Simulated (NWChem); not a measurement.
# One shape, several levels: CH6InP (SMILES [CH3][InH][PH2])

Wanted: a comparison of 3 runs (HF/STO-3G, HF/3-21G, B3LYP/STO-3G) of CH6InP. 

Program for the calculation: NWChem 7.3.0.

## (1) The molecule

CH6InP has 9 atoms, charge 0, and is taken as a singlet. SMILES: `[CH3][InH][PH2]`. The shape comes from GFN2-xTB, which is rough for such elements, and wasn't checked as a minimum. This is one conformer, not always the lowest.

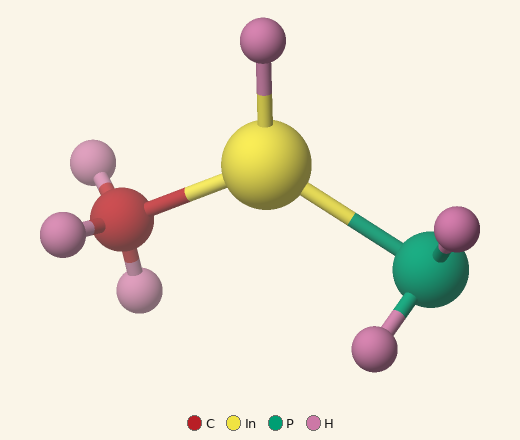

Viewed from a chosen angle; carbon red, indium yellow, phosphorus teal, hydrogen pink.

## (2) Energy and gradient at HF/STO-3G (run 1)

Input file geom.nw:

```
start geom
title "CH6InP"
memory total 2200 mb

geometry units angstroms noautosym nocenter noautoz
 C     -0.972490     1.138660    -0.995590
 In     0.651090    -0.247530    -0.319100
 P      0.314280    -2.020360     1.469550
 H     -1.074630     1.120840    -2.079500
 H     -1.908000     0.812550    -0.539410
 H     -0.756860     2.159150    -0.679750
 H      2.240400    -0.072600    -1.101470
 H      1.632230    -1.881660     1.915350
 H     -0.126020    -1.009050     2.329920
end

basis spherical bse
 * library STO-3G
end

scf
 thresh 1e-08
 maxiter 80
end

task scf gradient
```

Command:

```
$ nwchem geom.nw > geom.out
```

What it wrote:

```text
[...]
  functions       =    47
[...]
  wavefunction    = RHF
[...]
         Total SCF energy =  -6060.693013912689
      One-electron energy =  -9046.847326924575
      Two-electron energy =   2659.851450600585
 Nuclear repulsion energy =    326.302862411301
        Time for solution =      3.4s
[...]
                         RHF ENERGY GRADIENTS
    atom               coordinates                        gradient
                 x          y          z           x          y          z
   1 C      -1.837740   2.151755  -1.881392   -0.025651   0.029177  -0.017842
   2 In      1.230382  -0.467764  -0.603012   -0.014729  -0.008988   0.019909
   3 P       0.593903  -3.817927   2.777047   -0.010995  -0.035391   0.008999
   4 H      -2.030756   2.118080  -3.929685    0.001629  -0.001814  -0.006311
   5 H      -3.605597   1.535497  -1.019337   -0.002524  -0.008836   0.007136
   6 H      -1.430258   4.080202  -1.284541    0.004358   0.005233   0.003153
   7 H       4.233742  -0.137194  -2.081476    0.038583   0.004827  -0.019534
   8 H       3.084467  -3.555822   3.619487    0.009366   0.004053   0.002762
   9 H      -0.238143  -1.906828   4.402910   -0.000036   0.011737   0.001728
[...]
```

Wall time 5.4 s (1 thread of AMD EPYC 9R45 (Zen 5), shared host); peak memory 0.1 GiB.

## (3) Energy and gradient at HF/3-21G (run 2)

Input file run.py:

```python
from ase import Atoms
from ase.calculators.nwchem import NWChem

atoms = Atoms('CInPHHHHHH', positions=[
    [-0.972490, 1.138660, -0.995590],
    [0.651090, -0.247530, -0.319100],
    [0.314280, -2.020360, 1.469550],
    [-1.074630, 1.120840, -2.079500],
    [-1.908000, 0.812550, -0.539410],
    [-0.756860, 2.159150, -0.679750],
    [2.240400, -0.072600, -1.101470],
    [1.632230, -1.881660, 1.915350],
    [-0.126020, -1.009050, 2.329920],
])

calc = NWChem(
    label='mymol',
    theory='scf',
    memory='2200 mb',
    basis='3-21G',
    basispar='spherical bse',
    scf={'nopen': '0', 'rhf': None, 'thresh': '1e-08', 'maxiter': '80'},
)
atoms.calc = calc

forces = atoms.get_forces()
e = atoms.get_potential_energy()
print(f"E = {e:.6f} eV")
print("forces (eV/A):")
for s, f in zip(atoms.symbols, forces):
    print(f"{s:2s} {f[0]:10.5f} {f[1]:10.5f} {f[2]:10.5f}")
print("dipole (e A):", atoms.get_dipole_moment().round(4))
```

Command:

```
$ export ASE_NWCHEM_COMMAND="nwchem PREFIX.nwi > PREFIX.nwo"
$ python run.py
```

What it wrote:

```text
E = -165849.315942 eV
forces (eV/A):
C     0.19597   -0.55685    0.46203
In   -0.24852    0.84769   -1.11838
P    -0.17972   -0.22214   -0.23958
H     0.04021   -0.00859    0.16527
H     0.07744    0.25634   -0.20312
H    -0.05785   -0.15128   -0.06232
H     0.05471   -0.10002    0.06952
H     0.68376   -0.30200    0.23968
H    -0.56600    0.23685    0.68695
dipole (e A): [ 0.0135  0.359  -0.093 ]
```

The calculator wrote mymol.nwi:

```
title "mymol"

permanent_dir mymol

scratch_dir mymol

start mymol

geometry units angstrom nocenter noautosym noautoz
  C  -9.7248999999999997e-01 1.1386600000000000e+00 -9.9558999999999997e-01
  In 6.5108999999999995e-01 -2.4753000000000000e-01 -3.1909999999999999e-01
  P  3.1428000000000000e-01 -2.0203600000000002e+00 1.4695499999999999e+00
  H  -1.0746300000000000e+00 1.1208400000000001e+00 -2.0794999999999999e+00
  H  -1.9079999999999999e+00 8.1254999999999999e-01 -5.3940999999999995e-01
  H  -7.5685999999999998e-01 2.1591499999999999e+00 -6.7974999999999997e-01
  H  2.2404000000000002e+00 -7.2599999999999998e-02 -1.1014699999999999e+00
  H  1.6322300000000001e+00 -1.8816600000000001e+00 1.9153500000000001e+00
  H  -1.2601999999999999e-01 -1.0090500000000000e+00 2.3299200000000000e+00
end

memory 2200 mb

basis spherical bse noprint
   * library 3-21G
end

scf
  nopen 0
  rhf
  thresh 1e-08
  maxiter 80
end

task scf gradient
```

mymol.nwo:

```text
Northwest Computational Chemistry Package (NWChem) 7.3.0
             --------------------------------------------------------

           Job information
           ---------------

    nwchem branch   = 7.3.0
    use scalapack   = T
    input           = mymol.nwi
    prefix          = mymol.
    data base       = mymol/mymol.db
    status          = startup
    nproc           =        1

           Memory information
           ------------------

[... 5 lines left out ...]
    hardfail = no
[... 135 lines left out ...]
         Quadratically convergent ROHF
[... 14 lines left out ...]
       Final RHF  results
[... 4 lines left out ...]
      Two-electron energy =   2647.294084198300
[... 57 lines left out ...]
                       ROHF Final Molecular Orbital Analysis
[... 269 lines left out ...]
                 ----------------------------------------
                 |  Time  |  1-e(secs)   |  2-e(secs)   |
                 ----------------------------------------
                 |  CPU   |       0.00   |       1.51   |
                 ----------------------------------------
                 |  WALL  |       0.00   |       1.51   |
                 ----------------------------------------

 Task  times  cpu:        5.2s     wall:        5.2s
 Total times  cpu:        5.2s     wall:        5.2s
```

Wall time 6 s (1 thread of AMD EPYC 9R45 (Zen 5), shared host); peak memory 0.1 GiB.

## (4) Energy and forces at B3LYP/STO-3G (run 3)

Input file ch6inp.nw:

```
start ch6inp
memory total 2200 mb
charge 0
geometry noautosym nocenter noautoz
C    -0.972490    1.138660   -0.995590
In    0.651090   -0.247530   -0.319100
P     0.314280   -2.020360    1.469550
H    -1.074630    1.120840   -2.079500
H    -1.908000    0.812550   -0.539410
H    -0.756860    2.159150   -0.679750
H     2.240400   -0.072600   -1.101470
H     1.632230   -1.881660    1.915350
H    -0.126020   -1.009050    2.329920
end
basis spherical bse
* library STO-3G
end
dft
xc b3lyp
grid xfine
convergence energy 1e-08
iterations 100
mulliken
noprint "final vectors analysis"
end
task dft gradient
```

Command:

```
$ nwchem ch6inp.nw > ch6inp.out
```

What it wrote:

```text
[...]
          Wavefunction type:  closed shell.
          No. of atoms     :     9
          No. of electrons :    76
[...]
          Charge           :     0
          Spin multiplicity:     1
[...]
          AO basis - number of functions:    47
[...]
              XC Information
              --------------
                         B3LYP Method XC Potential
                     Hartree-Fock (Exact) Exchange  0.200
                        Slater Exchange Functional  0.800 local
                    Becke 1988 Exchange Functional  0.720 non-local
              Lee-Yang-Parr Correlation Functional  0.810
                  VWN I RPA Correlation Functional  0.190 local
[...]
 d= 0,ls=0.0,diis     1  -6063.5535780475 -6.39D+03  1.71D-02  1.70D-01     1.1
[...]
 d= 0,ls=0.0,diis     8  -6063.5855937159  4.34D-10  2.56D-06  1.28D-08     6.4
         Total DFT energy =    -6063.585593715872
      One electron energy =    -9045.200510949715
           Coulomb energy =     2842.984466681505
    Exchange-Corr. energy =     -187.672411858963
 Nuclear repulsion energy =      326.302862411301
[...]
      Total Density - Mulliken Population Analysis
     ---------------------------------------------
    Atom       Charge   Shell Charges
 -----------   ------   -------------------------------------------------------
    1 C    6     6.37   1.99  1.24  3.14
    2 In  49    48.56   2.00  2.00  6.00  2.00  5.99  2.01  5.96  1.23  1.51 10.00  9.86
    3 P   15    14.86   2.00  1.99  5.92  1.80  3.15
    4 H    1     0.95   0.95
    5 H    1     0.95   0.95
    6 H    1     0.95   0.95
    7 H    1     1.16   1.16
    8 H    1     1.10   1.10
    9 H    1     1.10   1.10
[...]
  wavefunction    = closed shell
[...]
```

Wall time 9.3 s (1 thread of AMD EPYC 9R45 (Zen 5), shared host); peak memory 0.14 GiB.

## (5) The series

```csv
run,level,iteration cap,module,energy (Eh),dipole moment (D),HOMO energy (eV),LUMO energy (eV),wall time
1,HF/STO-3G,80,scf,-6060.693014,0.39,-6.40,5.84,5.4 s
2,HF/3-21G,80,scf,-6094.849994,1.78,-9.17,0.98,6 s
3,B3LYP/STO-3G,100,dft,-6063.585594,0.34,–,–,9.3 s
```

## (6) What came out

| quantity | value |
| --- | --- |
| run 3: total energy | -6063.58559 Eh |
| run 3: dipole moment | 0.34 D |
| run 3: largest force on an atom | 2.849 eV/Å |

In words: The dipole moment (its size) runs from 0.34 D (B3LYP/STO-3G) to 1.78 D (HF/3-21G). The two ends differ in method and basis. In runs 1, 3 the basis is minimal, so the values are rough. In runs 1, 2, 3 relativity is left out where basis or elements ask for it. All runs together took 21 s, the longest 9.3 s.
